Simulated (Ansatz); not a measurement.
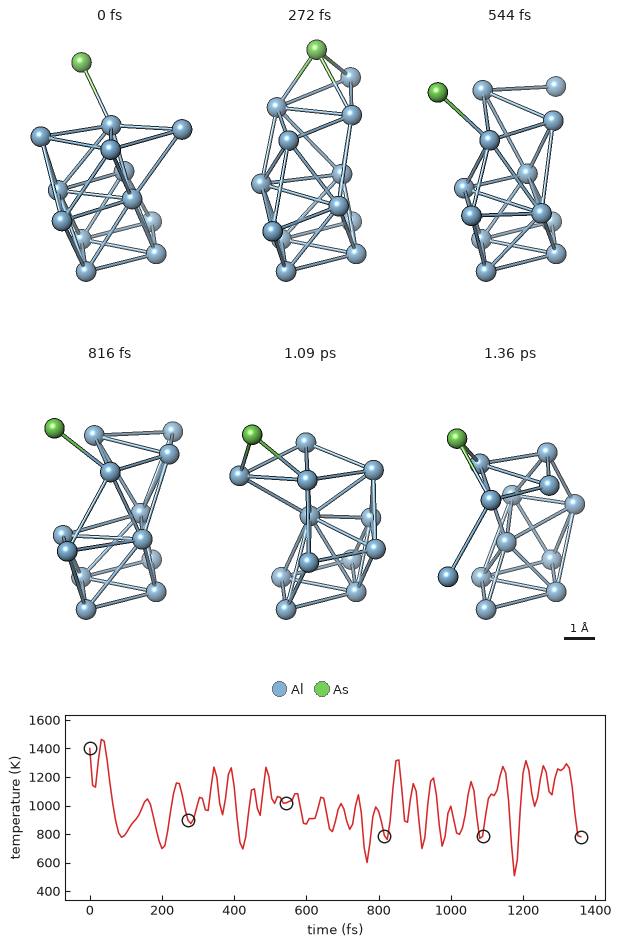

First-principles dynamics of As on Al(111) (13 atoms in the cell), 1.36 ps long. It starts from the last geometry of an earlier run, with fresh velocities. Frames and the history of the run. The picture is a ball-and-stick view of the simulation cell, with the vacuum cut short, seen from a free direction. Atoms that leave the cell re-enter on the other side. Bonds to atoms that aren't drawn are left out.

Theory: Ansatz 0.2.0, DFT PBEsol, scalar-relativistic, plane waves, PAW. Settings: plane-wave cutoff 420 eV; k-point mesh 3 × 3 × 1; Fermi-Dirac smearing 0.1 eV; low-accuracy preset; 4 atoms held fixed; constant energy (NVE); velocities drawn for 1400 K; time step 8 fs.

Q: Describe the run.

A: Root-mean-square distances from the starting positions over the second half, with the common drift of all atoms taken out: As 3.88 Å, Al 2.14 Å. Against the typical shortest distance between atoms in the first frame, about 2.7 Å these are large excursions, but over 1.36 ps one can't yet tell strong vibration from the start of diffusion. 5 of the 9 free atoms end more than three quarters of that spacing from the start. The mean temperature in the second half is 995 K (standard deviation 188 K). The potential energy in the second half lies on average 36.5 meV per atom above the first frame. The total energy stays between −1.2 and 2.3 meV per atom of its start. A straight-line fit has a slope that amounts to −0.51 meV per atom over 1.36 ps (0.6 % of the mean kinetic energy), its mean offset in the second half is 0.4 %, and the ripple about the line is 4.3 % of the kinetic energy's fluctuation. With a drift under 2 % and a ripple under 7 %, the integration is accurate. The time step of 8 fs is long for the fastest vibrations here (lightest element aluminium).

Limits of the set-up: the program's low-accuracy preset was used; the periodic images lie only 5.7 Å apart, so the values are limited by the cell's size.

PAW datasets: the set soft_1.
